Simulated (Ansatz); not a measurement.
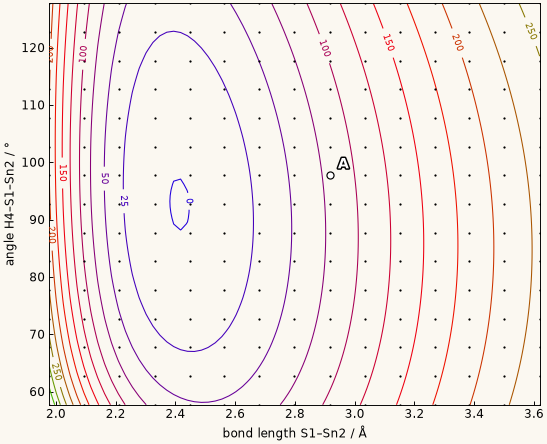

ClHSSn, SMILES [SH][Sn][Cl]. Coordinates scanned: (1) bond length S1–Sn2; (2) angle H4–S1–Sn2. Nothing is relaxed (all other coordinates rigid). Grid: 15 × 15 points. Points are written as (first, second). All energies are given in kJ/mol relative to the lowest grid point. The restricted reference is unstable at some or all points, so the energies there are unreliable. These are results of RHF-MP2, frozen core/def2-TZVP (Ansatz 0.2.0), not measurements.

The picture shows contour lines labelled in kJ/mol, dots at the grid points, the point A. Between grid points the surface is interpolated.

Q: Is A at rest? If not, where is it pushed?

A: A, at (2.916 Å, 97.7°), is not a stationary point. The computed force is 230 kJ/mol for each Å towards smaller values of bond length S1–Sn2 and 0.53 kJ/mol for each degree towards smaller values of angle H4–S1–Sn2.
